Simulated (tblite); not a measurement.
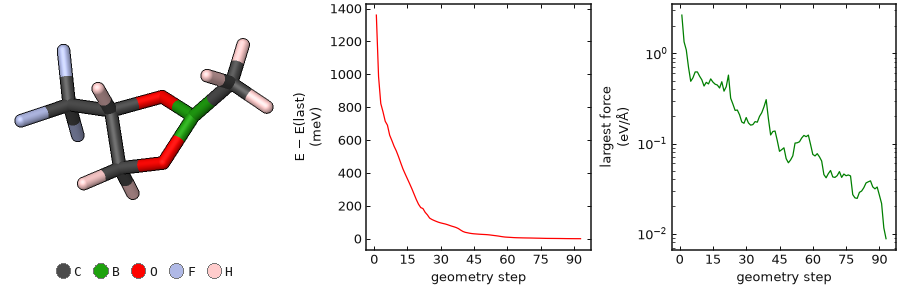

Beside the plot: the molecule at the start.

History of a geometry optimisation. C₄H₆BF₃O₂ (SMILES CB1OC[C@H](C(F)(F)F)O1); GFN2-xTB geometry optimisation, gas phase (tblite 0.8.0).

The optimisation met its thresholds at geometry 93, counting the start as the first. The energy fell by about 1400 meV from the first step to the last. The largest force goes from about 2.7 eV/Å at the start to 9 × 10⁻³ eV/Å at the end.
